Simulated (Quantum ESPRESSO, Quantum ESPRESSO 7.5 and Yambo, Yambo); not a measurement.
# GaAs (F-43m): G0W0 with Yambo, start to end

Wanted: ground state, empty states, screening and self-energy for GaAs (F-43m).

Calculated with Quantum ESPRESSO 7.5 and Yambo 5.3.0; PBE and many-body steps on it, plane waves.

**What was measured.**

- Gap 1.51 eV: band-edge emission energy from PL (direct gap at Gamma); photoluminescence, 633 nm excitation; 77 K; bulk crystal (MBE GaAs matrix around a thin InAs wetting layer on semi-insulating GaAs (100)) (“Photoluminescence of InAs/GaAs quantum dots under direct two-photon excitation”, 2020, pmc:7331710).

- Gap 1.412 ± 0.01 eV: direct gap E0 at Gamma from ellipsometry; variable-angle spectroscopic ellipsometry, parametric critical-point fit; 300 K; bulk crystal (semi-insulating GaAs(001) reference substrate with native oxide) (“Evidence of valence band perturbations in GaAsN/GaAs(001): A combined variable-angle spectroscopic ellipsometry and modulated photoreflectance investigation”, 2008, arxiv:0805.2212).

- Gap 1.42 eV: fundamental direct gap E0 at Gamma, seen as sharp points in Psi and Delta; spectroscopic ellipsometry; 300 K; bulk crystal (semi-insulating GaAs (100) substrate) (“Ellipsometric study of the Electronic Structure of GaMnAs and LT-GaAs”, 2004, arxiv:cond-mat/0404304).

- Gap 1.418 ± 0.005 eV: direct gap E0 at Gamma from PR; modulated photoreflectance, low-field lineshape fit; 300 K; bulk crystal (semi-insulating GaAs(001) reference substrate) (“Evidence of valence band perturbations in GaAsN/GaAs(001): A combined variable-angle spectroscopic ellipsometry and modulated photoreflectance investigation”, 2008, arxiv:0805.2212).

### Step 1. Set-up

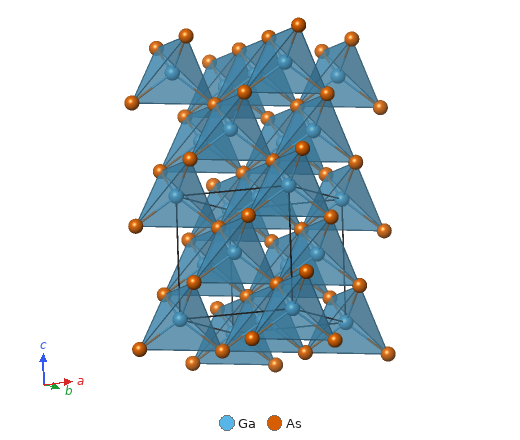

The starting structure, seen from a free direction (gallium blue, arsenic orange). 1×1×2 cells are drawn. This picture shows the conventional cell, with its axes. Some periodic images of atoms are drawn too.

The cell and positions come from the Crystallography Open Database and are kept as given unless a step says otherwise.

### Step 2. Ground state

This step: Quantum ESPRESSO 7.5; DFT, PBE with spin-orbit coupling, plane waves, norm-conserving pseudopotentials.

The ground-state density comes first.

File pw.in:

```
&control
  calculation = 'scf'
  prefix = 'x'
  outdir = 'o'
  pseudo_dir = 'pseudo'
/
&system
  ibrav = 0
  nat = 2
  ntyp = 2
  ecutwfc = 104.0
  nbnd = 54
  force_symmorphic = .true.
  noncolin = .true.
  lspinorb = .true.
/
&electrons
  conv_thr = 1e-10
  electron_maxstep = 80
  mixing_beta = 0.5
/
ATOMIC_SPECIES
  Ga 69.723 Ga.upf
  As 74.922 As.upf
CELL_PARAMETERS angstrom
  0.0000000000 2.8268500000 2.8268500000
  2.8268500000 0.0000000000 2.8268500000
  2.8268500000 2.8268500000 0.0000000000
ATOMIC_POSITIONS crystal
  Ga 0.0000000000 0.0000000000 0.0000000000
  As 0.2500000000 0.2500000000 0.2500000000
K_POINTS automatic
  6 6 6 0 0 0
```

Run with:

```
$ OMP_NUM_THREADS=1 mpirun -n 4 pw.x -nk 4 -in pw.in > pw.out
```

The program printed:

```text
Program PWSCF v.7.5 starts

     This program is part of the open-source Quantum ESPRESSO suite
     for quantum simulation of materials; please cite
         "P. Giannozzi et al., J. Phys.:Condens. Matter 21 395502 (2009);
         "P. Giannozzi et al., J. Phys.:Condens. Matter 29 465901 (2017);
         "P. Giannozzi et al., J. Chem. Phys. 152 154105 (2020);
     in publications or presentations arising from this work. More details at
     Message from routine setup:
     using ibrav=0 with symmetry is DISCOURAGED, use correct ibrav instead

     G-vector sticks info

     bravais-lattice index     =            0
     lattice parameter (alat)  =       7.5547  a.u.
     unit-cell volume          =     304.8842 (a.u.)^3
     number of atoms/cell      =            2
     number of atomic types    =            2
     number of electrons       =        44.00
     number of Kohn-Sham states=           54
     kinetic-energy cutoff     =     104.0000  Ry
     charge density cutoff     =     416.0000  Ry
     scf convergence threshold =      1.0E-10
     mixing beta               =       0.5000
     number of iterations used =            8  plain     mixing
     Exchange-correlation= PBE
                           (   1   4   3   4   0   0   0)
     Non magnetic calculation with spin-orbit

     celldm(1)=   7.554690  celldm(2)=   0.000000  celldm(3)=   0.000000
     celldm(4)=   0.000000  celldm(5)=   0.000000  celldm(6)=   0.000000

     crystal axes: (cart. coord. in units of alat)
               a(1) = (   0.000000   0.707107   0.707107 )
               a(2) = (   0.707107   0.000000   0.707107 )
               a(3) = (   0.707107   0.707107   0.000000 )

     reciprocal axes: (cart. coord. in units 2 pi/alat)
               b(1) = ( -0.707107  0.707107  0.707107 )
               b(2) = (  0.707107 -0.707107  0.707107 )
               b(3) = (  0.707107  0.707107 -0.707107 )
     Pseudo is Norm-conserving + core correction, Zval = 21.0
     Generated using ONCVPSP code by D. R. Hamann
     Using radial grid of 1926 points, 10 beta functions with:
     Pseudo is Norm-conserving + core correction, Zval = 23.0
     Generated using ONCVPSP code by D. R. Hamann
     Using radial grid of 1358 points, 10 beta functions with:
     Ga               21.00    69.72300     Ga( 1.00)
     As               23.00    74.92200     As( 1.00)

     24 Sym. Ops. (no inversion) found

   Cartesian axes

     site n.     atom                  positions (alat units)
         1        Ga     tau(   1) = (   0.0000000   0.0000000   0.0000000  )
         2        As     tau(   2) = (   0.3535534   0.3535534   0.3535534  )

     number of k points=    16
                       cart. coord. in units 2pi/alat
        k(    1) = (   0.0000000   0.0000000   0.0000000), wk =   0.0046296
        k(    2) = (   0.1178511   0.1178511  -0.1178511), wk =   0.0370370
        k(    3) = (   0.2357023   0.2357023  -0.2357023), wk =   0.0370370
        k(    4) = (  -0.3535534  -0.3535534   0.3535534), wk =   0.0185185
        k(    5) = (   0.2357023   0.0000000  -0.0000000), wk =   0.0277778
        k(    6) = (   0.3535534   0.1178511  -0.1178511), wk =   0.1111111
        k(    7) = (  -0.2357023  -0.4714045   0.4714045), wk =   0.1111111
        k(    8) = (  -0.1178511  -0.3535534   0.3535534), wk =   0.1111111
        k(    9) = (   0.0000000  -0.2357023   0.2357023), wk =   0.0555556
        k(   10) = (   0.4714045   0.0000000  -0.0000000), wk =   0.0277778
     [... 4 further rows ...]
        k(   15) = (  -0.1178511  -0.3535534   0.5892557), wk =   0.1111111
        k(   16) = (  -0.7071068   0.2357023   0.0000000), wk =   0.0555556

     Dense  grid:    43655 G-vectors     FFT dimensions: (  50,  50,  50)

     Initial potential from superposition of free atoms

     starting charge      43.9971, renormalised to      44.0000
     Starting wfcs are   52 randomized atomic wfcs +    2 random wfcs

     per-process dynamical memory:    99.3 Mb

     Self-consistent Calculation

     iteration #  1     ecut=   104.00 Ry     beta= 0.50

     Threshold (ethr) on eigenvalues was too large:
     Diagonalizing with lowered threshold

     total energy              =   -1107.05437863 Ry
     estimated scf accuracy    <       0.05043336 Ry

     iteration #  2     ecut=   104.00 Ry     beta= 0.50

     total energy              =   -1107.06080244 Ry
     estimated scf accuracy    <       0.00646169 Ry

     iteration #  3     ecut=   104.00 Ry     beta= 0.50

     total energy              =   -1107.06116364 Ry
     estimated scf accuracy    <       0.00109509 Ry

     iteration #  4     ecut=   104.00 Ry     beta= 0.50

     total energy              =   -1107.06121442 Ry
     estimated scf accuracy    <       0.00002492 Ry

     iteration #  5     ecut=   104.00 Ry     beta= 0.50

     total energy              =   -1107.06121942 Ry
     estimated scf accuracy    <       0.00000159 Ry

     iteration #  6     ecut=   104.00 Ry     beta= 0.50

     total energy              =   -1107.06121979 Ry
     estimated scf accuracy    <       0.00000013 Ry

     iteration #  7     ecut=   104.00 Ry     beta= 0.50

     total energy              =   -1107.06121983 Ry
     estimated scf accuracy    <       0.00000003 Ry

     iteration #  8     ecut=   104.00 Ry     beta= 0.50

     total energy              =   -1107.06121984 Ry
     estimated scf accuracy    <          1.4E-09 Ry

     iteration #  9     ecut=   104.00 Ry     beta= 0.50

     total energy              =   -1107.06121984 Ry
     estimated scf accuracy    <          3.1E-10 Ry

     iteration # 10     ecut=   104.00 Ry     beta= 0.50

     End of self-consistent calculation

          k = 0.0000 0.0000 0.0000 (  5577 PWs)   bands (ev):

  -174.8556-174.8556-133.7974-133.7974-121.6511-121.6511-116.6295-116.6295
  -116.6295-116.6295 -86.9823 -86.9823 -83.3563 -83.3563 -83.3563 -83.3563
   -25.7353 -25.7353 -25.7353 -25.7353 -25.0120 -25.0120 -25.0064 -25.0064
   -25.0064 -25.0064  -5.2052  -5.2052  -5.2052  -5.2052  -4.7794  -4.7794
    -4.7275  -4.7275  -4.7275  -4.7275  -2.8928  -2.8928   9.6080   9.6080
     9.9419   9.9419   9.9419   9.9419  10.3538  10.3538  13.4427  13.4427
    13.6286  13.6286  13.6286  13.6286  17.4332  17.4332

          k = 0.1179 0.1179-0.1179 (  5468 PWs)   bands (ev):

  -174.8556-174.8556-133.7974-133.7974-121.6511-121.6511-116.6295-116.6295
  -116.6295-116.6295 -86.9820 -86.9820 -83.3561 -83.3561 -83.3561 -83.3561
   -25.7353 -25.7352 -25.7351 -25.7351 -25.0118 -25.0118 -25.0064 -25.0064
   -25.0061 -25.0061  -5.2106  -5.2106  -5.2063  -5.2004  -4.7830  -4.7830
    -4.7345  -4.7345  -4.7257  -4.7192  -2.5719  -2.5719   7.1183   7.1183
     9.3436   9.3436   9.5552   9.5584  11.4683  11.4683  14.0500  14.0500
    14.1784  14.1800  14.5210  14.5210  18.7863  18.7865

          k = 0.2357 0.2357-0.2357 (  5450 PWs)   bands (ev):

  -174.8556-174.8556-133.7974-133.7974-121.6511-121.6511-116.6295-116.6295
  -116.6295-116.6295 -86.9820 -86.9820 -83.3561 -83.3561 -83.3561 -83.3561
   -25.7352 -25.7351 -25.7348 -25.7348 -25.0115 -25.0115 -25.0064 -25.0064
   -25.0057 -25.0056  -5.2230  -5.2230  -5.2039  -5.1980  -4.7885  -4.7885
    -4.7453  -4.7453  -4.7162  -4.7098  -1.7443  -1.7443   4.4555   4.4555
     8.8002   8.8002   9.0058   9.0084  11.0518  11.0518  14.4820  14.4820
    14.5840  14.5851  17.0880  17.0880  18.6064  18.6064

          k =-0.3536-0.3536 0.3536 (  5444 PWs)   bands (ev):

     [... further k-points ...]

     highest occupied, lowest unoccupied level (ev):     9.9419   10.3538

!    total energy              =   -1107.06121984 Ry
     estimated scf accuracy    <          9.3E-11 Ry

     The total energy is the sum of the following terms:
     one-electron contribution =    -990.06541028 Ry
     hartree contribution      =     478.80296383 Ry
     xc contribution           =    -107.02926373 Ry
     ewald contribution        =    -488.76950967 Ry

     convergence has been achieved in  10 iterations

     XML data file, charge density, pseudopotentials, collected wavefunctions

=------------------------------------------------------------------------------=
   JOB DONE.
=------------------------------------------------------------------------------=
```

It took 54 s on 4 MPI ranks of Arm Neoverse V1, shared host; peak memory 0.72 GiB.

Numbers from this step:

```yaml
total_energy: -15062.3352 eV
gap: 0.4119 eV
k_of_the_valence_top: 0, 0, 0
k_of_the_conduction_bottom: 0, 0, 0
least_direct_gap: 0.4119 eV
```

The gap is direct, at Γ.

### Step 3. Bands along the symmetry lines

The cheap functional maps the bands first; the places of the edges decide which points the dearer methods must see.

File pw.in:

```
&control
  calculation = 'bands'
  prefix = 'x'
  outdir = 'o'
  pseudo_dir = 'pseudo'
/
&system
  ibrav = 0
  nat = 2
  ntyp = 2
  ecutwfc = 104.0
  nbnd = 56
  force_symmorphic = .true.
  noncolin = .true.
  lspinorb = .true.
/
&electrons
  conv_thr = 1e-9
  electron_maxstep = 80
  diago_full_acc = .true.
  diago_thr_init = 5e-6
/
ATOMIC_SPECIES
  Ga 69.723 Ga.upf
  As 74.922 As.upf
CELL_PARAMETERS angstrom
  0.0000000000 2.8268500000 2.8268500000
  2.8268500000 0.0000000000 2.8268500000
  2.8268500000 2.8268500000 0.0000000000
ATOMIC_POSITIONS crystal
  Ga 0.0000000000 0.0000000000 0.0000000000
  As 0.2500000000 0.2500000000 0.2500000000
K_POINTS crystal
  50
  0.00000000 0.00000000 0.00000000 1
  -0.06250000 -0.06250000 0.00000000 1
  -0.12500000 -0.12500000 0.00000000 1
  -0.18750000 -0.18750000 0.00000000 1
  -0.25000000 -0.25000000 0.00000000 1
  -0.31250000 -0.31250000 0.00000000 1
  -0.37500000 -0.37500000 0.00000000 1
  -0.43750000 -0.43750000 0.00000000 1
  -0.50000000 -0.50000000 0.00000000 1
  -0.48437500 -0.48437500 0.03125000 1
  -0.46875000 -0.46875000 0.06250000 1
  -0.45312500 -0.45312500 0.09375000 1
  -0.43750000 -0.43750000 0.12500000 1
  -0.42187500 -0.42187500 0.15625000 1
  -0.40625000 -0.40625000 0.18750000 1
  -0.39062500 -0.39062500 0.21875000 1
  -0.37500000 -0.37500000 0.25000000 1
  -0.37500000 0.00000000 0.37500000 1
  -0.32812500 0.00000000 0.32812500 1
  -0.28125000 0.00000000 0.28125000 1
  -0.23437500 0.00000000 0.23437500 1
  -0.18750000 0.00000000 0.18750000 1
  -0.14062500 0.00000000 0.14062500 1
  -0.09375000 0.00000000 0.09375000 1
  -0.04687500 0.00000000 0.04687500 1
  0.00000000 0.00000000 0.00000000 1
  0.00000000 0.00000000 0.06250000 1
  0.00000000 0.00000000 0.12500000 1
  0.00000000 0.00000000 0.18750000 1
  0.00000000 0.00000000 0.25000000 1
  0.00000000 0.00000000 0.31250000 1
  0.00000000 0.00000000 0.37500000 1
  0.00000000 0.00000000 0.43750000 1
  -0.00000000 -0.00000000 0.50000000 1
  -0.06250000 -0.03125000 0.46875000 1
  -0.12500000 -0.06250000 0.43750000 1
  -0.18750000 -0.09375000 0.40625000 1
  -0.25000000 -0.12500000 0.37500000 1
  -0.31250000 -0.15625000 0.34375000 1
  -0.37500000 -0.18750000 0.31250000 1
  -0.43750000 -0.21875000 0.28125000 1
  -0.50000000 -0.25000000 0.25000000 1
  -0.50000000 -0.28125000 0.21875000 1
  -0.50000000 -0.31250000 0.18750000 1
  -0.50000000 -0.34375000 0.15625000 1
  -0.50000000 -0.37500000 0.12500000 1
  -0.50000000 -0.40625000 0.09375000 1
  -0.50000000 -0.43750000 0.06250000 1
  -0.50000000 -0.46875000 0.03125000 1
  -0.50000000 -0.50000000 0.00000000 1
```

The program printed:

```text
[banner, memory and clock lines left out]
Program PWSCF v.7.5 starts

     Atomic positions and unit cell read from directory:
     o/x.save/

     Message from routine setup:
     using ibrav=0 with symmetry is DISCOURAGED, use correct ibrav instead

     G-vector sticks info

     bravais-lattice index     =            0
     lattice parameter (alat)  =       7.5547  a.u.
     unit-cell volume          =     304.8842 (a.u.)^3
     number of atoms/cell      =            2
     number of atomic types    =            2
     number of electrons       =        44.00
     number of Kohn-Sham states=           56
     kinetic-energy cutoff     =     104.0000  Ry
     charge density cutoff     =     416.0000  Ry
     Exchange-correlation= PBE
                           (   1   4   3   4   0   0   0)
     Non magnetic calculation with spin-orbit

     celldm(1)=   7.554690  celldm(2)=   0.000000  celldm(3)=   0.000000
     celldm(4)=   0.000000  celldm(5)=   0.000000  celldm(6)=   0.000000

     crystal axes: (cart. coord. in units of alat)
               a(1) = (   0.000000   0.707107   0.707107 )
               a(2) = (   0.707107   0.000000   0.707107 )
               a(3) = (   0.707107   0.707107   0.000000 )

     reciprocal axes: (cart. coord. in units 2 pi/alat)
               b(1) = ( -0.707107  0.707107  0.707107 )
               b(2) = (  0.707107 -0.707107  0.707107 )
               b(3) = (  0.707107  0.707107 -0.707107 )
     Pseudo is Norm-conserving + core correction, Zval = 21.0
     Generated using ONCVPSP code by D. R. Hamann
     Using radial grid of 1926 points, 10 beta functions with:
     Pseudo is Norm-conserving + core correction, Zval = 23.0
     Generated using ONCVPSP code by D. R. Hamann
     Using radial grid of 1358 points, 10 beta functions with:
     Ga               21.00    69.72300     Ga( 1.00)
     As               23.00    74.92200     As( 1.00)

     24 Sym. Ops. (no inversion) found

   Cartesian axes

     site n.     atom                  positions (alat units)
         1        Ga     tau(   1) = (   0.0000000   0.0000000   0.0000000  )
         2        As     tau(   2) = (   0.3535534   0.3535534   0.3535534  )

     number of k points=    50
                       cart. coord. in units 2pi/alat
        k(    1) = (   0.0000000   0.0000000   0.0000000), wk =   0.0200000
        k(    2) = (   0.0000000   0.0000000  -0.0883883), wk =   0.0200000
        k(    3) = (   0.0000000   0.0000000  -0.1767767), wk =   0.0200000
[...]
[... 38 further rows ...]
        k(   49) = (   0.0441942  -0.0000000  -0.7071068), wk =   0.0200000
        k(   50) = (   0.0000000   0.0000000  -0.7071068), wk =   0.0200000

     Dense  grid:    43655 G-vectors     FFT dimensions: (  50,  50,  50)

     The potential is recalculated from file :
     o/x.save/charge-density

     Starting wfcs are   52 randomized atomic wfcs +    4 random wfcs

     Band Structure Calculation

     End of band structure calculation

          k = 0.0000 0.0000 0.0000 (  5577 PWs)   bands (ev):

  -174.8558-174.8558-133.7972-133.7972-121.6513-121.6513-116.6297-116.6297
  -116.6297-116.6297 -86.9821 -86.9821 -83.3562 -83.3562 -83.3562 -83.3562
   -25.7354 -25.7354 -25.7354 -25.7354 -25.0121 -25.0121 -25.0065 -25.0065
   -25.0065 -25.0065  -5.2051  -5.2051  -5.2051  -5.2051  -4.7794  -4.7794
    -4.7274  -4.7274  -4.7274  -4.7274  -2.8928  -2.8928   9.6080   9.6080
[...]
k = 0.0000 0.0000-0.0884 (  5493 PWs)   bands (ev):

  -174.8558-174.8558-133.7972-133.7972-121.6513-121.6513-116.6297-116.6297
  -116.6297-116.6297 -86.9819 -86.9819 -83.3561 -83.3561 -83.3560 -83.3560
[...]
k = 0.0000 0.0000-0.1768 (  5481 PWs)   bands (ev):

  -174.8558-174.8558-133.7972-133.7972-121.6513-121.6513-116.6297-116.6297
  -116.6297-116.6297 -86.9819 -86.9819 -83.3560 -83.3560 -83.3560 -83.3560
[...]
k =-0.0000 0.0000-0.2652 (  5457 PWs)   bands (ev):

[...]
k = 0.0000 0.0000-0.3536 (  5457 PWs)   bands (ev):

[...]
k = 0.0000-0.0000-0.4419 (  5465 PWs)   bands (ev):

[...]
k =-0.0000 0.0000-0.5303 (  5482 PWs)   bands (ev):

[...]
k = 0.0000-0.0000-0.6187 (  5458 PWs)   bands (ev):

[...]
k = 0.5303-0.0000-0.5303 (  5452 PWs)   bands (ev):

[...]
k = 0.0000 0.0000 0.0000 (  5577 PWs)   bands (ev):

[...]
k = 0.1326 0.0000-0.7071 (  5460 PWs)   bands (ev):

[...]
k = 0.0884-0.0000-0.7071 (  5456 PWs)   bands (ev):

[...]
k = 0.0442-0.0000-0.7071 (  5458 PWs)   bands (ev):

  -174.8558-174.8558-133.7972-133.7972-121.6513-121.6513-116.6297-116.6297
  -116.6297-116.6297 -86.9819 -86.9819 -83.3561 -83.3561 -83.3560 -83.3560
[...]
k = 0.0000 0.0000-0.7071 (  5434 PWs)   bands (ev):

  -174.8558-174.8558-133.7972-133.7972-121.6513-121.6513-116.6297-116.6297
  -116.6297-116.6297 -86.9819 -86.9819 -83.3560 -83.3560 -83.3560 -83.3560
[...]
7.1111   7.1111   7.1949   7.1949  11.3005  11.3005  11.4944  11.4944
    19.9667  19.9667  20.0228  20.0228  20.8407  20.8407  23.1490  23.1490

     XML data file, pseudopotentials, collected wavefunctions
```

The job ended after 35 s (4 MPI ranks; peak memory 0.48 GiB; 2.4 min of CPU time).

Numbers from this step:

* gap: 0.4119 eV
* k of the valence top: 0, 0, 0
* k of the conduction bottom: 0, 0, 0
* least direct gap: 0.4119 eV

The gap is 0.412 eV, as in the run before at this level.

Electronic bands along the path, in eV, zero at the top of the highest filled band:

| point | band 41 | band 42 | band 43 | band 44 | band 45 | band 46 | band 47 | band 48 |
| --- | --- | --- | --- | --- | --- | --- | --- | --- |
| Γ | 0.00 | 0.00 | 0.00 | 0.00 | 0.41 | 0.41 | 3.50 | 3.50 |
| X | -2.83 | -2.83 | -2.75 | -2.75 | 1.36 | 1.36 | 1.55 | 1.55 |
| U | -4.00 | -3.94 | -2.37 | -2.37 | 1.85 | 1.86 | 4.50 | 4.56 |
| jump to K | -4.00 | -3.94 | -2.37 | -2.37 | 1.85 | 1.86 | 4.50 | 4.56 |
| Γ | 0.00 | 0.00 | 0.00 | 0.00 | 0.41 | 0.41 | 3.50 | 3.50 |
| L | -1.36 | -1.36 | -1.15 | -1.15 | 0.89 | 0.89 | 4.49 | 4.49 |
| W | -3.71 | -3.59 | -3.47 | -3.43 | 4.40 | 4.59 | 4.61 | 4.65 |
| X | -2.83 | -2.83 | -2.75 | -2.75 | 1.36 | 1.36 | 1.55 | 1.55 |

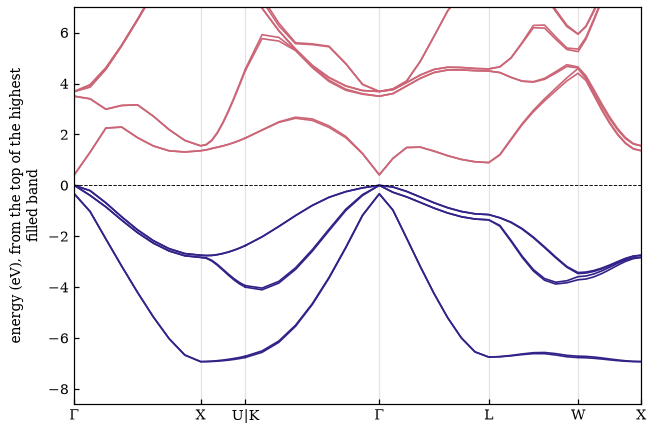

Electronic bands along the path; lines of filled and empty bands in two colours.

(Part 1 of 3 ends here.)

[Paths, hosts, dates, memory and timing lines, banners, echoed tables and standing remarks are left out of the program output.]

[Logs are printed without paths, hosts, clocks, repeated set-up lines and the standing remarks that a program may print on its own settings, such as how far it seeks lower states.]

[Runs of the session that timed out or met a known fault of the program may be left out.]

[Hosts, paths, dates, database ids (printed as entryN), source tags and the programs' standing remarks are cut or masked in the printed files.]
